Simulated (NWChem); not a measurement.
**SiH3Cl (chlorosilane) at 6 levels**

Aim: a comparison of 6 runs (B3LYP/aug-cc-pVDZ, B2PLYP/aug-cc-pVDZ, BHLYP/aug-cc-pVDZ, M06-L/aug-cc-pVDZ, wB97X/aug-cc-pVDZ, MP3/aug-cc-pVDZ) of SiH3Cl (chlorosilane). 

Program for the calculation: NWChem 7.3.0.

## 1. The molecule

SiH3Cl has 5 atoms, charge 0, and is taken as a singlet. SMILES: `[SiH3]Cl`. The Si1–H5 distance was set to 3.258 Å, away from the relaxed value. At this shape a bond of the SMILES string is far longer than usual.

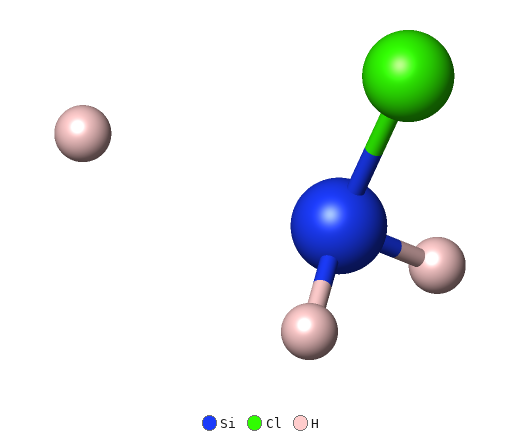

The structure, seen from a chosen angle (silicon blue, chlorine green, hydrogen pink).

## 2. A single-point energy at B3LYP/aug-cc-pVDZ (run 1)

run.py

```python
from ase import Atoms
from ase.calculators.nwchem import NWChem

atoms = Atoms(['Si', 'Cl', 'H', 'H', 'H'], positions=[
    [-0.017442, -1.753530, 0.057658],
    [1.932858, -2.285630, 0.418458],
    [-0.856342, -2.260430, 1.167658],
    [-0.440142, -2.357830, -1.226342],
    [-0.190800, 1.495400, -0.104700],
])

calc = NWChem(
    label='a',
    theory='dft',
    memory='2200 mb',
    basis='aug-cc-pVDZ',
    basispar='spherical bse',
    dft={'xc': 'b3lyp', 'mult': '1', 'grid': 'xfine', 'convergence': 'energy 1e-08', 'iterations': '100', 'mulliken': None, 'print': 'low'},
    task='energy',
)
atoms.calc = calc

e = atoms.get_potential_energy()
print(f"E = {e:.6f} eV")
```

Started as:

```sh
$ export ASE_NWCHEM_COMMAND="nwchem PREFIX.nwi > PREFIX.nwo"
$ python run.py
```

What it wrote:

```text
E = -20446.968453 eV
```

The calculator wrote a.nwi:

```
title "a"

permanent_dir a

scratch_dir a

start a

geometry units angstrom nocenter noautosym noautoz
  Si -1.7441999999999999e-02 -1.7535300000000000e+00 5.7658000000000001e-02
  Cl 1.9328580000000000e+00 -2.2856299999999998e+00 4.1845800000000000e-01
  H  -8.5634200000000005e-01 -2.2604299999999999e+00 1.1676580000000001e+00
  H  -4.4014199999999998e-01 -2.3578299999999999e+00 -1.2263420000000000e+00
  H  -1.9080000000000000e-01 1.4954000000000001e+00 -1.0470000000000000e-01
end

memory 2200 mb

basis spherical bse noprint
   * library aug-cc-pVDZ
end

dft
  xc b3lyp
  mult 1
  grid xfine
  convergence energy 1e-08
  iterations 100
  mulliken
  print low
end

task dft energy
```

a.nwo:

```text
Northwest Computational Chemistry Package (NWChem) 7.3.0
             --------------------------------------------------------

           Job information
           ---------------

    nwchem branch   = 7.3.0
    use scalapack   = T
    input           = a.nwi
    prefix          = a.
    data base       = a/a.db
    status          = startup
    nproc           =        1

           Memory information
           ------------------

    heap     =     72089594 doubles =      550.0 Mbytes
    stack    =     72089599 doubles =      550.0 Mbytes
    global   =    144179200 doubles =     1100.0 Mbytes (distinct from heap & stack)
    total    =    288358393 doubles =     2200.0 Mbytes
    verify   = yes
    hardfail = no

[... 37 lines left out ...]
            Nuclear Dipole moment (a.u.)
[... 64 lines left out ...]
   convergence    iter        energy       DeltaE   RMS-Dens  Diis-err    time
[... 14 lines left out ...]
         Total DFT energy =     -751.412237304502
      One electron energy =    -1201.127941382425
           Coulomb energy =      417.470148597091
    Exchange-Corr. energy =      -50.135446630737
 Nuclear repulsion energy =       82.381002111568
[... 17 lines left out ...]
     -------------------------------------------
      Total Density - Lowdin Population Analysis
     -------------------------------------------

    Atom       Charge   Shell Charges
 -----------   ------   -------------------------------------------------------
    1 Si  14    13.64   2.00  1.72  0.66  0.31  0.10  5.91  1.19  0.86  0.14  0.32  0.42
    2 Cl  17    16.92   2.00  1.78  1.01  0.74  0.16  5.97  2.91  1.97  0.26  0.02  0.11
    3 H    1     1.17   0.58  0.32  0.06  0.03  0.19
    4 H    1     1.17   0.58  0.32  0.06  0.03  0.19
    5 H    1     1.09   0.46  0.48  0.14  0.00  0.01

 Task  times  cpu:       38.0s     wall:       38.0s
 Total times  cpu:       38.1s     wall:       38.1s
```

It took 39 s on 1 thread of Intel Xeon Platinum 8488C (Sapphire Rapids), shared host; peak memory 0.12 GiB.

## 3. A single-point energy at B2PLYP/aug-cc-pVDZ (run 2)

geom.xyz

```xyz
5
ClH3Si
Si    -0.017442    -1.753530     0.057658
Cl     1.932858    -2.285630     0.418458
H     -0.856342    -2.260430     1.167658
H     -0.440142    -2.357830    -1.226342
H     -0.190800     1.495400    -0.104700
```

geom.nw

```
start geom
title "ClH3Si"
memory stack 880 mb heap 220 mb global 1100 mb
geometry noautosym nocenter noautoz
   load format xyz geom.xyz
end
basis spherical bse
   * library aug-cc-pVDZ
end
dft
   xc hfexch 0.53 becke88 0.47 lyp 0.73 mp2 0.27
   dftmp2 semidirect
   grid xfine
   convergence energy 1e-08
   maxiter 100
   mulliken
end
mp2
   freeze core 10
end
task dft energy
```

Started as:

```sh
$ nwchem geom.nw > geom.out
```

What it wrote:

```text
[...]
          Wavefunction type:  closed shell.
          No. of atoms     :     5
          No. of electrons :    34
[...]
          Charge           :     0
          Spin multiplicity:     1
[...]
          AO basis - number of functions:    81
[...]
              XC Information
              --------------
                     Hartree-Fock (Exact) Exchange  0.530
                    Becke 1988 Exchange Functional  0.470
              Lee-Yang-Parr Correlation Functional  0.730
[...]
 d= 0,ls=0.0,diis     1   -750.9316584856 -8.33D+02  1.43D-02  2.54D-01     4.6
[...]
 d= 0,ls=0.0,diis    10   -750.9973748894 -1.71D-09  7.67D-07  4.67D-10    34.8
         Total DFT energy =     -750.997374889438
      One electron energy =    -1200.900299544873
           Coulomb energy =      417.252050247932
    Exchange-Corr. energy =      -49.730127704065
 Nuclear repulsion energy =       82.381002111568
[...]
      Total Density - Mulliken Population Analysis
     ---------------------------------------------
    Atom       Charge   Shell Charges
 -----------   ------   -------------------------------------------------------
    1 Si  14    13.80   2.00  2.02  0.82  0.50 -0.03  6.01  1.30  0.85  0.02  0.25  0.05
    2 Cl  17    17.34   2.00  2.03  0.95  0.98  0.07  6.00  3.07  2.16  0.05  0.02  0.01
    3 H    1     0.84   0.72  0.10  0.00  0.01  0.00
    4 H    1     0.84   0.72  0.10  0.00  0.01  0.00
    5 H    1     1.18   0.47  0.59  0.11  0.00  0.01
[...]
  Basis functions       =     81
[...]
```

Wall time 40 s (1 thread of Intel Xeon Platinum 8488C (Sapphire Rapids), shared host); peak memory 0.17 GiB.

Runs 3 to 5 aren't shown in full; the table further down has their settings and results.

## 4. The energy at MP3/aug-cc-pVDZ (run 6)

nw.nw

```
start nw
title "ClH3Si mp3"
memory stack 880 mb heap 220 mb global 1100 mb

geometry units angstroms noautosym nocenter noautoz
  Si      -0.017442      -1.753530       0.057658
  Cl       1.932858      -2.285630       0.418458
  H       -0.856342      -2.260430       1.167658
  H       -0.440142      -2.357830      -1.226342
  H       -0.190800       1.495400      -0.104700
end

basis spherical bse
  Si library aug-cc-pVDZ
  Cl library aug-cc-pVDZ
  H library aug-cc-pVDZ
end

scf
  thresh 1e-08
  maxiter 80
end

tce
  scf
  mbpt3
  freeze core 10
  maxiter 60
end

task tce energy
```

Started as:

```sh
$ nwchem nw.nw > nw.out
```

What it wrote:

```text
[...]
  functions       =    81
[...]
  wavefunction    = RHF
[...]
         Total SCF energy =   -750.029833955445
      One-electron energy =  -1200.416587757736
      Two-electron energy =    368.005751690722
 Nuclear repulsion energy =     82.381002111568
        Time for solution =     29.2s
[...]
         Wavefunction type : Restricted Hartree-Fock
          No. of electrons :    34
[...]
         Spin multiplicity : singlet
[...]
```

It took 53 s on 1 thread of Intel Xeon Platinum 8488C (Sapphire Rapids), shared host; peak memory 1 GiB.

## 5. Overview of the runs

```
run               level  frozen core orbitals  integration grid  energy (Eh)  wall time
  1   B3LYP/aug-cc-pVDZ                     –             xfine  -751.412237       39 s
  2  B2PLYP/aug-cc-pVDZ                    10             xfine  -751.097392       40 s
  3   BHLYP/aug-cc-pVDZ                     –             xfine  -751.356136       35 s
  4   M06-L/aug-cc-pVDZ                     –             xfine  -751.371869       67 s
  5   wB97X/aug-cc-pVDZ                     –             xfine  -751.345095       62 s
  6     MP3/aug-cc-pVDZ                    10                 –  -750.353735       53 s
```

## 6. Results

| quantity | value |
| --- | --- |
| run 6: total energy | -750.35373 Eh |
| run 6: HOMO energy (Hartree–Fock orbitals) | -8.29 eV |
| run 6: LUMO energy (Hartree–Fock orbitals) | -1.32 eV |
| run 6: HOMO–LUMO gap (Hartree–Fock orbitals) | 6.97 eV |
| run 6: correlation energy (10 core orbitals frozen) | -323.9 mEh |

**Reading.** Over runs 2, 3, 4, 5 the dipole moment (its size) runs from 2.43 D (M06-L/aug-cc-pVDZ) to 2.83 D (wB97X/aug-cc-pVDZ). Over runs 2, 3, 4, 5 the HOMO–LUMO gap runs from 1.52 eV (M06-L/aug-cc-pVDZ) to 6.34 eV (wB97X/aug-cc-pVDZ). Totals of different functionals can't be ranked against each other. In runs 1, 2, 3, 4, 5, 6 a closed-shell determinant meets a far-stretched bond, which it describes badly. All runs together took 4.9 min, the longest 67 s.
